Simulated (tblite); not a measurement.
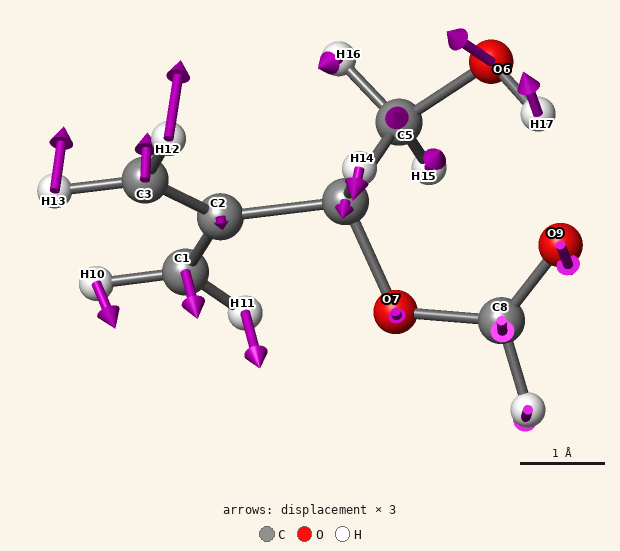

A relaxation of C₆H₉O₃ (multiplicity 2). The starting structure is drawn; purple arrows show the displacements, 3 times their true length. The two geometries are superimposed by the best rigid fit.

A ball-and-stick model, seen face on.

These are results of tblite, GFN2-xTB geometry optimisation, gas phase, not measurements. 

Question: What happened in the run?

Answer: An H atom moves most after the best rigid fit: 0.39 Å. Largest moves by element: H 0.39 Å, O 0.31 Å, C 0.23 Å. Near-neighbour distances that change, for instance: C–C 1.432 → 1.376 Å, C–O 1.355 → 1.310 Å, C–C 1.344 → 1.376 Å, C–O 1.424 → 1.394 Å. Among the angles between lasting bonds that change: O–C–H 107.5° → 111.7°, C–C–H 111.3° → 108.4°, C–C–C 120.9° → 118.3°. The energy falls by 5.33 kcal/mol in 98 geometry steps. Cost: 0.52 s on 1 thread of Arm Neoverse V2 (shared host).
